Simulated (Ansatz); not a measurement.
**C₂H₂F₂O: trial inputs and their diagnosis**

3 inputs were typed for C₂H₂F₂O. Each is run as it stands; the log then has to tell whether the result can be used.

Program: Ansatz 0.2.0, Gaussian basis. Level of theory: the settings change from run to run. These are calculated values, not measurements.

## 1. The molecule

The structure was relaxed beforehand with PBE0-D4 in a triple-zeta def2 set.

SMILES `OC=C(F)F`, 7 atoms, charge 0, spin multiplicity 1.

Atoms are counted from 1 here; the program's logs count them from 0.

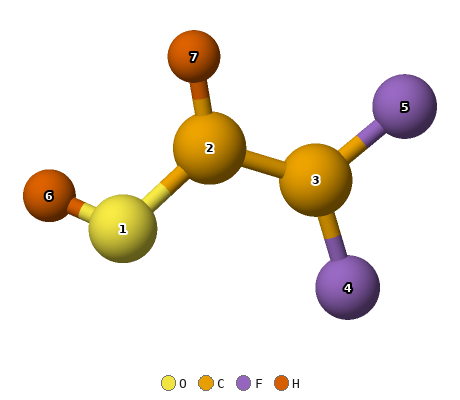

The structure; oxygen yellow, carbon amber, fluorine purple, hydrogen orange; atoms are numbered from 1 in the order of the file.

## 2. Attempt 1

The input, in.yaml:

```yaml
crystal:
  periodic: [false, false, false]
  atoms:
    - {symbol: O, position_ang: [-1.353955, 0.324884, 0.448947]}
    - {symbol: C, position_ang: [-0.004233, 0.326395, 0.267332]}
    - {symbol: C, position_ang: [0.596555, -0.647880, -0.393614]}
    - {symbol: F, position_ang: [-0.006666, -1.653035, -0.981065]}
    - {symbol: F, position_ang: [1.905478, -0.742231, -0.509919]}
    - {symbol: H, position_ang: [-1.678898, 1.226979, 0.395184]}
    - {symbol: H, position_ang: [0.602918, 1.096888, 0.727534]}
basis:
  gaussian: {orbitals: "6-31G*", nuclear_model: gaussian, point_charges: [{charge: 1.00, position_ang: [5.919, 0.791, 0.220]}]}
hamiltonian: {xc: {name: wB97M-V}, dispersion: rvv10}
scf: {lower_state_search: full}
output: {forces: true}
```

Command:

```
ansatz run in.yaml --threads 2 --pin off --events-out ev --progress --plain --max-ram 4352MiB
```

What it wrote:

```text
Error: invalid value for `hamiltonian.dispersion`: this functional's text states its nonlocal part
```

Wall time 0.05 s (2 threads of Arm Neoverse V1, shared host).

Diagnosis: The program refused the input. The dispersion term doesn't go with the functional. Fix: leave the dispersion key out, since this functional holds its own nonlocal correlation, and remove the point charge.

## 3. Attempt 2

The input, in.yaml:

```yaml
crystal:
  periodic: [false, false, false]
  atoms:
    - {symbol: O, position_ang: [-1.353955, 0.324884, 0.448947]}
    - {symbol: C, position_ang: [-0.004233, 0.326395, 0.267332]}
    - {symbol: C, position_ang: [0.596555, -0.647880, -0.393614]}
    - {symbol: F, position_ang: [-0.006666, -1.653035, -0.981065]}
    - {symbol: F, position_ang: [1.905478, -0.742231, -0.509919]}
    - {symbol: H, position_ang: [-1.678898, 1.226979, 0.395184]}
    - {symbol: H, position_ang: [0.602918, 1.096888, 0.727534]}
basis:
  gaussian: {orbitals: def2-SVP}
magnetization: {spin_polarized: true, initial_magnetization: 2}
hamiltonian: {xc: {name: B3LYP-D3}, dispersion: d4}
accuracy: high
```

Launched as before.

What it wrote:

```text
Error: YAML parse error: error: line 14 column 19: hamiltonian.xc: no functional is named "B3LYP-D3"; the names, which are not case-sensitive, are SVWN5, SPW92, PBE, PBE0, PBEsol, revPBE, revPBE0, RPBE, rPW86-PBE, HSE06, wPBEh, LC-wPBE, HISS, HF, BLYP, B3LYP, B3LYP5, BHLYP, CAM-B3LYP, r2SCAN, r2SCANh, r2SCAN0, r2SCAN50, m-r2SCAN, B97, wB97, wB97X, wB97X-V, B97M-V, wB97M-V, B2PLYP, B2GP-PLYP, PBE0-DH, PBE-QIDH
  --> <input>:14:19
   |
12 |   gaussian: {orbitals: def2-SVP}
13 | magnetization: {spin_polarized: true, initial_magnetization: 2}
14 | hamiltonian: {xc: {name: B3LYP-D3}, dispersion: d4}
   |                   ^ hamiltonian.xc: no functional is named "B3LYP-D3"; the names, which are not case-sensitive, are SVWN5, SPW92, PBE, PBE0, PBEsol, revPBE, revPBE0, RPBE, rPW86-PBE, HSE06, wPBEh, LC-wPBE, HISS, HF, BLYP, B3LYP, B3LYP5, BHLYP, CAM-B3LYP, r2SCAN, r2SCANh, r2SCAN0, r2SCAN50, m-r2SCAN, B97, wB97, wB97X, wB97X-V, B97M-V, wB97M-V, B2PLYP, B2GP-PLYP, PBE0-DH, PBE-QIDH
15 | accuracy: high
   |
```

Run time: 0.05 s. Hardware: 2 threads of Arm Neoverse V1, shared host.

**Diagnosis.** The program refused the input. The method's name isn't one that the program takes here. It also asks for charge 0 and multiplicity 3, another species or state than the molecule above. To mend it, name a functional that the program knows, and set charge and spin to those of the species named.

## 4. Attempt 3

The input, in.yaml:

```yaml
crystal:
  periodic: [false, false, false]
  atoms:
    - {symbol: O, position_ang: [-1.353955, 0.324884, 0.448947]}
    - {symbol: C, position_ang: [-0.004233, 0.326395, 0.267332]}
    - {symbol: C, position_ang: [0.596555, -0.647880, -0.393614]}
    - {symbol: F, position_ang: [-0.006666, -1.653035, -0.981065]}
    - {symbol: F, position_ang: [1.905478, -0.742231, -0.509919]}
    - {symbol: H, position_ang: [-1.678898, 1.226979, 0.395184]}
    - {symbol: H, position_ang: [0.602918, 1.096888, 0.727534]}
basis:
  gaussian: {orbitals: x2c-TZVPPall}
total_charge: -2
magnetization: {spin_polarized: true, initial_magnetization: 0}
hamiltonian: {xc: {name: B3LYP}}
scf: {lower_state_search: off}
output: {forces: true}
```

The command is unchanged.

What it wrote, cut to the lines that bear on the results:

```text
Functional definition: B3LYP
  name "B3LYP"
  cite "Stephens, Devlin, Chabalowski & Frisch, J. Phys. Chem. 98, 11623 (1994) doi:10.1021/j100096a001"
  cite "Becke, Phys. Rev. A 38, 3098 (1988) doi:10.1103/PhysRevA.38.3098"
  cite "Lee, Yang & Parr, Phys. Rev. B 37, 785 (1988) doi:10.1103/PhysRevB.37.785"
  cite "Vosko, Wilk & Nusair, Can. J. Phys. 58, 1200 (1980) doi:10.1139/p80-159"
[...]
941 factors; their error is unknown
[...]
mean field -9587.41146725 eV, -352.3308728404 hartree, gradient 2.2e-6 eV, S^2 0.738787; 0 other end points of the search recorded, 0 dependent functions left out
[...]
reference -9587.41171304 eV, -352.3308818731 hartree; 21, 21 occupied and 162, 162 virtual orbitals, 941 factors
Total energy: -9587.41171304 eV, -352.3308818731 hartree
Relativity: scalar
Atom 0 at    -1.353955     0.324884     0.448947 Å, force     0.965221    -2.784445     0.132267 eV/Å
Atom 1 at    -0.004233     0.326395     0.267332 Å, force    -0.490188    -1.154111     0.011066 eV/Å
Atom 2 at     0.596555    -0.647880    -0.393614 Å, force    -0.754325     3.238006     0.604393 eV/Å
Atom 3 at    -0.006666    -1.653035    -0.981065 Å, force    -1.150972    -3.057269    -1.253554 eV/Å
Atom 4 at     1.905478    -0.742231    -0.509919 Å, force     2.326562    -0.447287    -0.019196 eV/Å
Atom 5 at    -1.678898     1.226979     0.395184 Å, force    -1.561964     3.408798     0.026599 eV/Å
Atom 6 at     0.602918     1.096888     0.727534 Å, force     0.665665     0.796307     0.498424 eV/Å
Dipole moment:     1.119067    -1.787464    -0.702387 e Å
Checks for a lower state left out: stability, starts, cluster_reference, orbital_swaps, neighbouring_geometries, increment
```

Run time: 8 s. Hardware: 2 threads of Arm Neoverse V1, shared host.

**Diagnosis.** It ended without an error, which proves nothing about the input. The charge is far from anything that the molecule holds. It asks for charge -2; the species has 0. Its energy belongs to another ion. Fix: type the charge that the molecule really has.

## 5. Summary

| attempt | level | ended | cause | time |
| --- | --- | --- | --- | --- |
| 1 | wB97M-V/6-31G* | refused | the dispersion term doesn't go with the functional | 0.05 s |
| 2 | B3LYP-D3/def2-SVP | refused | the method's name isn't one that the program takes here | 0.05 s |
| 3 | B3LYP/x2c-TZVPPall | converged | the charge is far from anything that the molecule holds | 8 s |

2 refused, 1 converged. A refusal costs next to no computing time. The dangerous case is the input that converges on a wrong geometry, charge, spin, basis or grid: often only a look at the input shows it.
